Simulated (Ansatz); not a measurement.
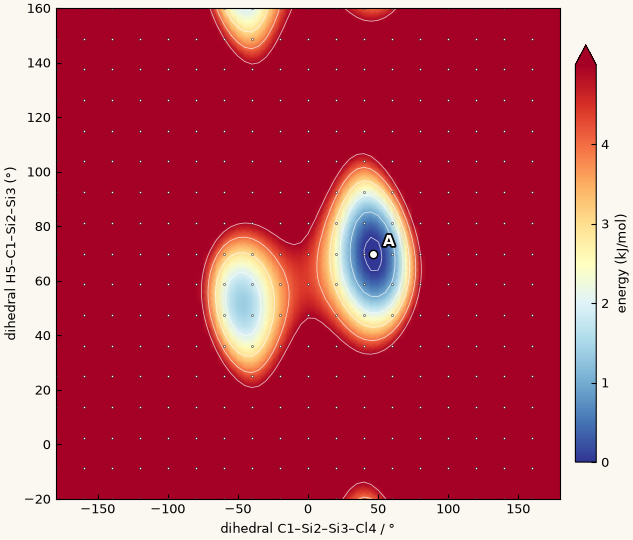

CH7ClSi2, SMILES C[SiH2][SiH2]Cl. First axis: dihedral C1–Si2–Si3–Cl4. Second axis: dihedral H5–C1–Si2–Si3. Nothing is relaxed (all other coordinates rigid). The scan uses an 18 × 17 grid. Energies are in kJ/mol, from the lowest grid point. All numbers below come from RKS SPW92 (LDA)/def2-SVP in Ansatz.

Drawn: a smooth colour map with a few white contour lines, dots at the grid points, one colour for all values above the top of the scale, the well A. Between grid points the surface is interpolated.

Q: Estimate the position of the minimum and the force constants in these coordinates. Take the well at A.

A: The interpolated minimum is at dihedral C1–Si2–Si3–Cl4 ≈ 47°, dihedral H5–C1–Si2–Si3 ≈ 69.7°. The curvatures there are about 0.33 eV/rad² and 0.36 eV/rad², with a cross term of about 0.05 eV/rad². Round the minimum the two coordinates are weakly coupled (coupling 0.14 in units of the two stiffnesses). (1 eV is 96.5 kJ/mol.)
